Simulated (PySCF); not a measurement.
# C₅H₁₂N₂: magnetic properties

Wanted: magnetic properties for C₅H₁₂N₂ (`CN(C)/C=C/CN`).

Programs: PySCF 2.14.0, with routines of our own; each step states its level. All values are computed. Atoms count from 0.

## Step 1: The starting structure

19 atoms, charge 0, multiplicity 1; geometry from: GFN2-xTB.

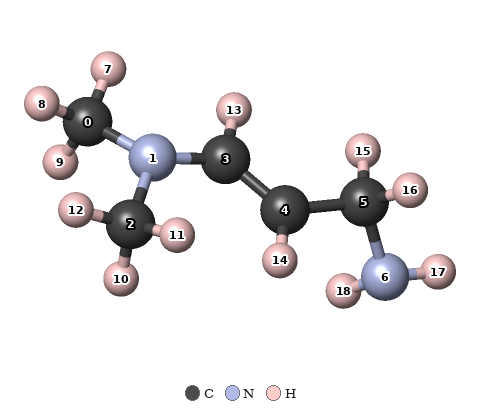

The starting geometry (carbon dark grey, nitrogen light blue, hydrogen pink).

## Step 2: Magnetic properties: GIAO B97-2/pcSseg-1

Job settings and geometry (Å):

```
{"job": {"kind": "mag", "xc": "B97-2", "basis": "pcSseg-1", "isotopologues": 2}, "charge": 0, "multiplicity": 1}
C     -2.118426     1.262342     0.977493
N     -1.429035     0.091186     0.493188
C     -1.996866    -0.488758    -0.698456
C     -0.058186     0.054412     0.651690
C      0.827276    -0.631196    -0.068810
C      2.285513    -0.680867     0.266101
N      3.072223    -0.319104    -0.910541
H     -1.678917     1.580995     1.921199
H     -3.167698     1.016872     1.149828
H     -2.071751     2.101801     0.269177
H     -1.733513     0.070176    -1.606609
H     -1.642877    -1.512710    -0.803828
H     -3.082199    -0.504668    -0.601422
H      0.281382     0.608854     1.518673
H      0.551954    -1.189459    -0.947936
H      2.486657    -0.036026     1.139647
H      2.572796    -1.705523     0.533575
H      4.062724    -0.328519    -0.690894
H      2.829140     0.619444    -1.211270
```

Method: GIAO B97-2/pcSseg-1 magnetisability, rotational g tensor and spin-rotation constants, non-relativistic, gas phase.

Launch:

```
OMP_NUM_THREADS=1 python excited_run.py task.json out
```

This one command runs all jobs of the session in turn.

Output:

```text
coarse grid: 15000 points
cycle   1  E = -306.9885099211  dE =  7.308e-01  |g| = 4.691e-01  |ddm| = 3.723e+00
cycle   2  E = -306.9621163009  dE =  2.639e-02  |g| = 5.848e-01  |ddm| = 1.018e+00
cycle   3  E = -307.0437334595  dE = -8.162e-02  |g| = 1.023e-01  |ddm| = 5.957e-01
cycle   4  E = -307.0458970353  dE = -2.164e-03  |g| = 4.529e-02  |ddm| = 1.361e-01
cycle   5  E = -307.0463818124  dE = -4.848e-04  |g| = 1.055e-02  |ddm| = 4.496e-02
cycle   6  E = -307.0464029300  dE = -2.112e-05  |g| = 3.274e-03  |ddm| = 9.701e-03
cycle   7  E = -307.0464052133  dE = -2.283e-06  |g| = 4.696e-04  |ddm| = 2.854e-03
final grid: 142488 points
cycle   8  E = -307.0737842531  dE = -7.439e-05  |g| = 2.487e-03  |ddm| = 3.860e-02
cycle   9  E = -307.0737841178  dE =  1.353e-07  |g| = 2.705e-03  |ddm| = 4.146e-03
cycle  10  E = -307.0737855954  dE = -1.478e-06  |g| = 5.358e-04  |ddm| = 1.953e-03
cycle  11  E = -307.0737856262  dE = -3.075e-08  |g| = 3.627e-04  |ddm| = 7.626e-04
cycle  12  E = -307.0737856596  dE = -3.338e-08  |g| = 5.746e-05  |ddm| = 3.700e-04
cycle  13  E = -307.0737856603  dE = -7.627e-10  |g| = 1.568e-05  |ddm| = 5.721e-05
converged SCF energy = -307.0737856603

Magnetisability tensor (1e-30 J/T^2)
    -1174.37       -3.63       60.23
       -3.63    -1256.46       66.18
       60.23       66.18    -1194.50
isotropic -1208.44   principal values   -1309.03  -1205.70  -1110.59
isotropic susceptibility -72.774 1e-6 cm^3/mol

Inertial axes            a          b          c
rot. const./GHz      6.4148     1.1310     1.0422
chi total           -71.729    -68.238    -78.355
chi diamagnetic    -307.697  -1195.574  -1298.590
chi paramagnetic    235.968   1127.336   1220.235
quadrupole/D A        4.114     -0.036     -4.078
g nuclear            0.6879     0.5944     0.5993
g electronic        -0.7111    -0.5990    -0.5975
g total             -0.0232    -0.0046     0.0018

Spin-rotation constants (kHz, H = +C I.J)
atom  isotope        aa         bb         cc
  1    14N        0.329      0.084      0.052
  6    14N        0.207      0.069      0.046
  7     1H       -0.615      0.030     -0.109
  8     1H        0.112     -0.106     -0.102
  9     1H       -0.692     -0.119      0.043
 10     1H       -0.615     -0.107      0.012
 11     1H       -0.394     -0.066     -0.048
 12     1H        0.232     -0.115     -0.118
 13     1H       -0.589      0.106     -0.122
 14     1H       -0.647      0.099     -0.126
 15     1H       -0.572      0.054     -0.113
 16     1H       -0.445     -0.097      0.010
 17     1H       -0.008     -0.112     -0.124
 18     1H       -0.675     -0.141     -0.001
  0    13C*       1.083      0.194      0.216
  3    13C*       2.147      0.506      0.220
  4    13C*       2.044      0.407      0.154
  5    13C*       1.262      0.214      0.197
* in the singly substituted isotopologue

Isotopologues: g along a, b, c
2H    at 7,8,9,10,11,12    -0.0173    -0.0039     0.0015
13C   at 0                 -0.0228    -0.0047     0.0018
```

Run time: 27 s. Hardware: 1 thread of Arm Neoverse V1, shared host; peak memory 0.81 GiB.

Key values:

| quantity | value |
| --- | --- |
| magnetisability | -1208·10⁻³⁰ J/T² |
| molar susceptibility | -72.8·10⁻⁶ cm³/mol |
| rotational g (a, b, c) | -0.0232, -0.0046, 0.0018 |

## Step 3: Magnetic properties: common gauge origin X3LYP/6-31G*, grid 1

Settings changed since step 2:

```diff
@@ -1,2 +1,2 @@
-{"job": {"kind": "mag", "xc": "B97-2", "basis": "pcSseg-1", "isotopologues": 2}, "charge": 0, "multiplicity": 1}
+{"job": {"kind": "mag", "xc": "X3LYP", "basis": "6-31G*", "grid": 1, "gauge": [0, 0, 0]}, "charge": 0, "multiplicity": 1}
 C     -2.118426     1.262342     0.977493
```

Level: common gauge origin X3LYP/6-31G* magnetisability, rotational g tensor and spin-rotation constants, non-relativistic, gas phase.

Output:

```text
final grid: 65808 points
cycle   1  E = -306.9862440573  dE =  7.580e-01  |g| = 5.132e-01  |ddm| = 3.875e+00
cycle   2  E = -306.9569709783  dE =  2.927e-02  |g| = 6.270e-01  |ddm| = 1.278e+00
cycle   3  E = -307.0537381194  dE = -9.677e-02  |g| = 1.054e-01  |ddm| = 7.392e-01
cycle   4  E = -307.0561162832  dE = -2.378e-03  |g| = 4.555e-02  |ddm| = 1.560e-01
cycle   5  E = -307.0566101504  dE = -4.939e-04  |g| = 1.202e-02  |ddm| = 5.283e-02
cycle   6  E = -307.0566396087  dE = -2.946e-05  |g| = 3.293e-03  |ddm| = 1.251e-02
cycle   7  E = -307.0566420125  dE = -2.404e-06  |g| = 4.292e-04  |ddm| = 3.374e-03
cycle   8  E = -307.0566420542  dE = -4.167e-08  |g| = 1.496e-04  |ddm| = 6.178e-04
cycle   9  E = -307.0566420590  dE = -4.782e-09  |g| = 4.583e-05  |ddm| = 1.546e-04
cycle  10  E = -307.0566420595  dE = -4.994e-10  |g| = 9.536e-06  |ddm| = 5.206e-05
converged SCF energy = -307.0566420595

Magnetisability tensor (1e-30 J/T^2)
    -2810.45     -860.67     -770.81
     -860.67    -8086.56      737.30
     -770.81      737.30    -7896.86
isotropic -6264.63   principal values   -8738.81  -7526.49  -2528.57
isotropic susceptibility -377.265 1e-6 cm^3/mol

Inertial axes            a          b          c
rot. const./GHz      6.4148     1.1310     1.0422
chi total          -152.467   -453.321   -526.006
chi diamagnetic    -306.868  -1194.779  -1298.556
chi paramagnetic    154.401    741.458    772.550
quadrupole/D A        3.645     -0.449     -3.196
g nuclear            0.6879     0.5944     0.5993
g electronic        -0.4653    -0.3940    -0.3783
g total              0.2226     0.2004     0.2210

Spin-rotation constants (kHz, H = +C I.J)
atom  isotope        aa         bb         cc
  1    14N        0.209      0.057      0.004
  6    14N        0.253      0.054      0.069
  7     1H        0.461     -0.116     -0.061
  8     1H       -0.610      0.524      0.386
  9     1H       -0.364     -0.009     -0.006
 10     1H       -0.194     -0.291     -0.145
 11     1H        0.468     -0.394     -0.217
 12     1H        0.252      0.332      0.313
 13     1H        0.160     -0.263     -0.322
 14     1H       -0.440     -0.247     -0.392
 15     1H       -0.245     -0.132     -0.221
 16     1H       -0.267      0.109      0.067
 17     1H       -0.276      0.734      0.735
 18     1H        0.108     -0.332     -0.332
  0    13C*       0.758      0.160      0.170
  3    13C*       1.758      0.310      0.049
  4    13C*       1.657      0.242     -0.013
  5    13C*       0.843      0.084      0.077
* in the singly substituted isotopologue
```

Wall time 5.1 s (1 thread of Arm Neoverse V1, shared host); peak memory 0.62 GiB.

The run ended normally, but its values are not to be used for the molecule: a common gauge origin replaces GIAOs, so the magnetic properties depend on where the origin lies.

## Step 4: Outcome

```
                                            quantity                               value
       magnetisability (step 2, GIAO B97-2/pcSseg-1)                    -1208·10⁻³⁰ J/T²
  molar susceptibility (step 2, GIAO B97-2/pcSseg-1)                  -72.8·10⁻⁶ cm³/mol
rotational g (a, b, c) (step 2, GIAO B97-2/pcSseg-1)            -0.0232, -0.0046, 0.0018
                                                runs  0 failed, 1 ended on unsound input
```

**Reading.** The values above hold for this geometry and these levels alone. Vibrational averaging and real surroundings are missing from these values.
